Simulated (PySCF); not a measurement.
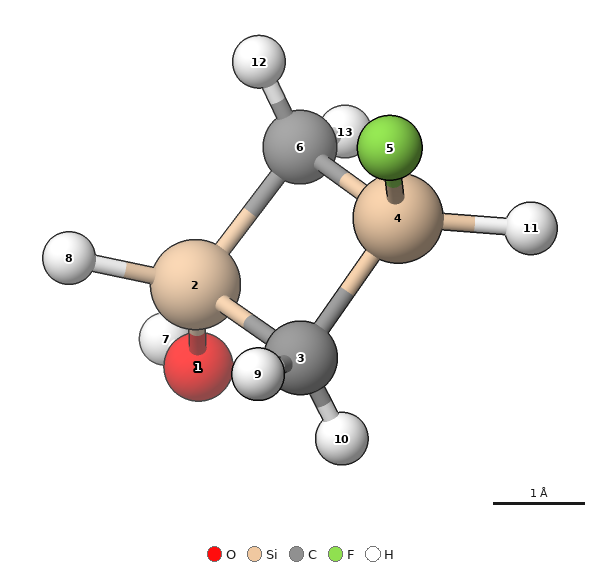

The structure as given in the input (ball-and-stick view, seen at a tilt; atoms are numbered from 1 in the order of the input).

C2H7FOSi2: geometry relaxation

The run: geometry relaxation of C2H7FOSi2. Method and program: PBE0-D3(BJ)/def2-SVP geometry optimisation, gas phase (PySCF 2.14.0).

**Output**
```
step   0  E = -833.70562932  max force = 0.028555
step   1  E = -833.70945220  max force = 0.008859
step   2  E = -833.71104393  max force = 0.003127
step   3  E = -833.71129842  max force = 0.001587
step   4  E = -833.71132436  max force = 0.000906
step   5  E = -833.71133361  max force = 0.000367
optimisation converged
```

**Trajectory as extended XYZ (Å, eV, eV/Å), 6 frames, from step=0 to step=5**
```
13
Properties=species:S:1:pos:R:3:forces:R:3 step=0 energy=-22686.28571
O     1.4670   -1.3846   -1.2976   -1.3736   0.4670  -0.7269
Si    1.0306    0.0140   -0.5369   -1.2195   0.0495   0.4185
C    -0.7550    0.4785   -1.0921    1.0032   0.1617   1.1104
Si   -1.3459    0.2838    0.6954    0.1045   0.0445  -0.4507
F    -1.7776    1.7192    1.3122    0.0312   0.5129   0.1868
C     0.3698   -0.2206    1.2488    0.2491   0.4750  -0.1786
H     2.2228   -1.8644   -1.0425    1.4684  -0.8224   0.5236
H     2.1081    1.0274   -0.6712    0.0331   0.1989   0.0035
H    -0.8454    1.4881   -1.4679   -0.2050   0.6739  -0.3111
H    -1.1683   -0.2041   -1.7990   -0.4706  -0.7970  -0.9525
H    -2.5398   -0.5534    1.0085    0.1738  -0.2767  -0.1224
H     0.8138    0.4288    2.0087    0.0738   0.1970   0.2289
H     0.4258   -1.2295    1.6233    0.1318  -0.8842   0.2705
13
Properties=species:S:1:pos:R:3:forces:R:3 step=1 energy=-22686.38973
O     1.5510   -1.5390   -0.8644    0.4074  -0.3847   0.1330
Si    1.0542   -0.1082   -0.1778    0.3049   0.2805  -0.4555
C    -0.3581    0.5574   -1.2530   -0.1166   0.0010  -0.0866
Si   -1.4266    0.4427    0.2751   -0.2011  -0.1614   0.3354
F    -1.8848    1.9151    0.8145   -0.1068  -0.1418  -0.0680
C    -0.0352   -0.2433    1.3612   -0.0165  -0.2615   0.0011
H     2.3436   -1.9940   -0.5424   -0.3699   0.2788  -0.0455
H     2.1833    0.8630   -0.0257    0.0665  -0.0705   0.0589
H    -0.2685    1.5764   -1.6658    0.1471  -0.0953   0.0411
H    -0.6657   -0.1260   -2.0692    0.1134   0.1143   0.1769
H    -2.6037   -0.4635    0.1439   -0.1367   0.1631   0.0770
H     0.2517    0.3912    2.2138    0.0156   0.0687  -0.0439
H    -0.1603   -1.2773    1.7393   -0.1074   0.2087  -0.1239
13
Properties=species:S:1:pos:R:3:forces:R:3 step=2 energy=-22686.43305
O     1.5744   -1.5507   -0.8602    0.0610  -0.1020  -0.0350
Si    1.0705   -0.1047   -0.2077   -0.0569   0.1608  -0.1085
C    -0.3645    0.5633   -1.2492   -0.0754  -0.0113   0.0530
Si   -1.4461    0.4332    0.2862    0.1309  -0.1044   0.1296
F    -1.9162    1.8969    0.8314   -0.0803  -0.0226  -0.0353
C    -0.0297   -0.2483    1.3357    0.0407  -0.0667  -0.0231
H     2.3539   -1.9825   -0.4988   -0.0383   0.0627   0.0432
H     2.2111    0.8503   -0.0349    0.0230  -0.0498   0.0084
H    -0.2560    1.5809   -1.6540    0.0540  -0.0029  -0.0191
H    -0.6675   -0.1111   -2.0661    0.0421   0.0130  -0.0259
H    -2.6471   -0.4440    0.1750   -0.0459   0.0890   0.0109
H     0.2646    0.3877    2.1850   -0.0161   0.0257   0.0045
H    -0.1663   -1.2765    1.7072   -0.0387   0.0087  -0.0027
13
Properties=species:S:1:pos:R:3:forces:R:3 step=3 energy=-22686.43997
O     1.5829   -1.5523   -0.8610   -0.0372  -0.0141  -0.0816
Si    1.0702   -0.1013   -0.2230   -0.0472   0.0394   0.0221
C    -0.3707    0.5666   -1.2497   -0.0366  -0.0174   0.0509
Si   -1.4466    0.4260    0.2945    0.0672  -0.0207   0.0182
F    -1.9307    1.8855    0.8372   -0.0208   0.0265  -0.0027
C    -0.0234   -0.2565    1.3278    0.0357   0.0108  -0.0174
H     2.3570   -1.9654   -0.4715    0.0470  -0.0111   0.0554
H     2.2189    0.8411   -0.0427    0.0088  -0.0055  -0.0026
H    -0.2509    1.5841   -1.6517    0.0042   0.0076  -0.0060
H    -0.6676   -0.1022   -2.0726    0.0111  -0.0020  -0.0352
H    -2.6636   -0.4273    0.1884   -0.0095   0.0041  -0.0129
H     0.2713    0.3802    2.1773   -0.0193   0.0001   0.0031
H    -0.1657   -1.2839    1.6967   -0.0032  -0.0178   0.0088
13
Properties=species:S:1:pos:R:3:forces:R:3 step=4 energy=-22686.44068
O     1.5856   -1.5511   -0.8643   -0.0124  -0.0045  -0.0466
Si    1.0693   -0.1000   -0.2263   -0.0122   0.0104   0.0257
C    -0.3735    0.5674   -1.2488   -0.0136  -0.0172   0.0129
Si   -1.4456    0.4236    0.2972    0.0057  -0.0013  -0.0062
F    -1.9340    1.8829    0.8383    0.0019   0.0104   0.0028
C    -0.0208   -0.2596    1.3264    0.0168   0.0113  -0.0024
H     2.3574   -1.9589   -0.4627    0.0145  -0.0058   0.0276
H     2.2196    0.8403   -0.0447    0.0011   0.0010  -0.0041
H    -0.2526    1.5857   -1.6489   -0.0025   0.0052   0.0017
H    -0.6673   -0.0988   -2.0756    0.0043   0.0053  -0.0127
H    -2.6654   -0.4259    0.1879    0.0037  -0.0062  -0.0058
H     0.2713    0.3769    2.1770   -0.0090  -0.0031   0.0042
H    -0.1630   -1.2879    1.6942    0.0016  -0.0055   0.0030
13
Properties=species:S:1:pos:R:3:forces:R:3 step=5 energy=-22686.44093
O     1.5879   -1.5482   -0.8683    0.0076   0.0028  -0.0130
Si    1.0690   -0.0982   -0.2276    0.0057   0.0004   0.0133
C    -0.3751    0.5684   -1.2481    0.0005  -0.0128  -0.0090
Si   -1.4453    0.4206    0.2980   -0.0189   0.0060  -0.0108
F    -1.9361    1.8793    0.8399    0.0079  -0.0033   0.0028
C    -0.0190   -0.2615    1.3258    0.0040   0.0058   0.0052
H     2.3560   -1.9548   -0.4569   -0.0090  -0.0022   0.0064
H     2.2191    0.8424   -0.0454   -0.0014   0.0023  -0.0039
H    -0.2553    1.5880   -1.6456   -0.0024   0.0027   0.0071
H    -0.6661   -0.0952   -2.0784    0.0007   0.0071   0.0006
H    -2.6642   -0.4299    0.1857    0.0047  -0.0066   0.0010
H     0.2698    0.3745    2.1779   -0.0013  -0.0029   0.0015
H    -0.1597   -1.2906    1.6925    0.0019   0.0007  -0.0011
```

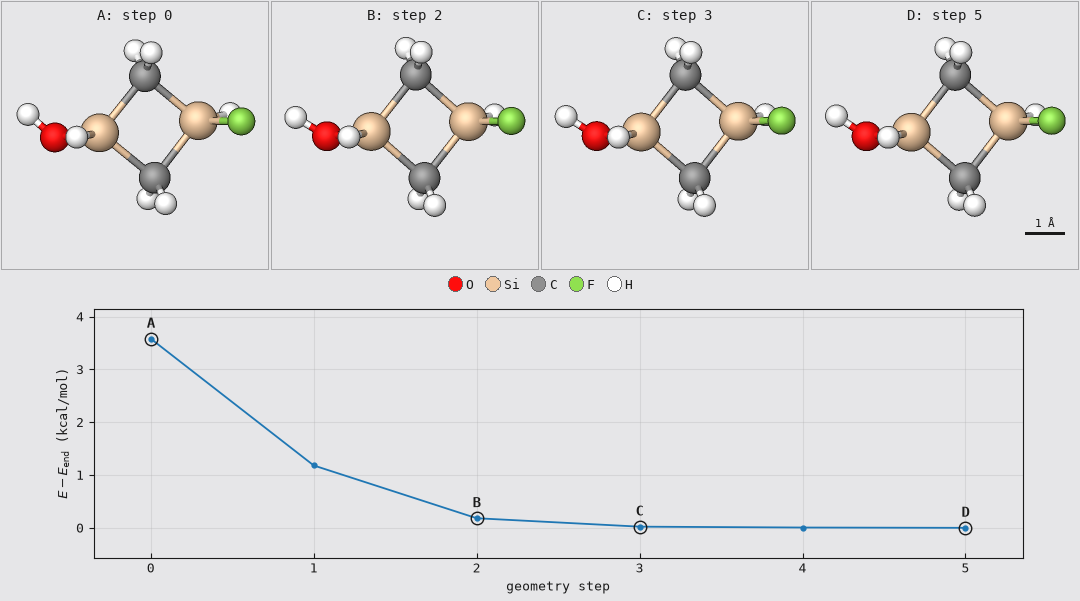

Frames of the relaxation (ball-and-stick view, seen at a tilt) above the curves, on which the letters mark them (steps are counted from 0).

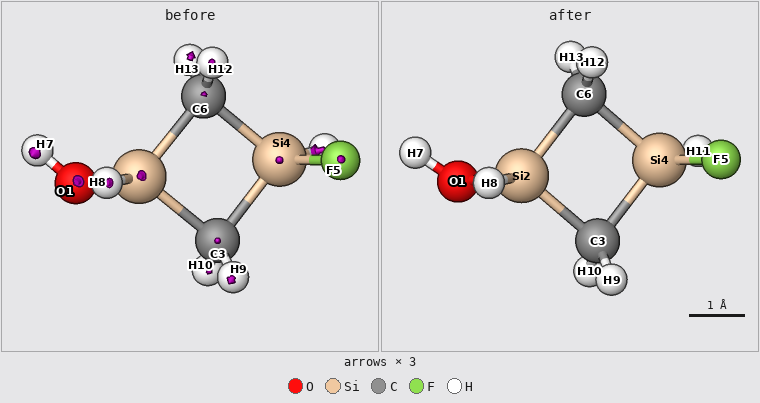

Before (left) and after (right) the relaxation, at one scale (ball-and-stick view, seen at a tilt). The pink arrows give the displacements, magnified 3 times. Over 5 geometry steps the energy falls by 3.58 kcal/mol. The largest force component goes from 1.5 to 0.019 eV/Å. H11 moves most after the best rigid fit: 0.13 Å. By element the largest moves are H 0.13 Å, O 0.10 Å, Si 0.08 Å, F 0.05 Å, C 0.03 Å. Among the contacts that change: Si2–C3 1.927 → 1.890 Å, C3–H10 1.066 → 1.102 Å, O1–H7 0.931 → 0.962 Å, C3–H9 1.081 → 1.101 Å. Among the angles that change: F5–Si4–H11 101.8° → 106.8°, Si2–O1–H7 121.7° → 116.9°, C6–Si4–H11 121.4° → 116.9°. (Atoms are counted from 1 in the order of the input.)

The run was set up as follows.

**Input file**
```
{"job": {"xc": "PBE0", "basis": "def2-SVP", "d3": "d3bj", "grid": 1, "shake": 0.01, "kind": "geom"}, "charge": 0, "multiplicity": 1}
O      1.466980    -1.384640    -1.297590
Si     1.030600     0.013970    -0.536900
C     -0.755010     0.478460    -1.092150
Si    -1.345940     0.283820     0.695430
F     -1.777620     1.719190     1.312190
C      0.369810    -0.220640     1.248750
H      2.222770    -1.864430    -1.042450
H      2.108120     1.027380    -0.671180
H     -0.845350     1.488080    -1.467870
H     -1.168330    -0.204080    -1.799020
H     -2.539790    -0.553370     1.008520
H      0.813790     0.428840     2.008710
H      0.425800    -1.229470     1.623260
```

The first line tells a small driver script what to run in PySCF; the rest is the geometry in Å.

Run as:
```bash
OMP_NUM_THREADS=1 python <driver script> task.json out
```

**Summary**

```json
{"quantity": "outcome", "value": "converged"}
{"quantity": "total energy", "value": "−833.711334 hartree"}
{"quantity": "dipole moment", "value": "2.23 D"}
{"quantity": "point group", "value": "C1"}
{"quantity": "hardware", "value": "1 CPU thread, shared host"}
{"quantity": "wall time", "value": "33 s"}
{"quantity": "peak memory", "value": "0.51 GiB"}
```
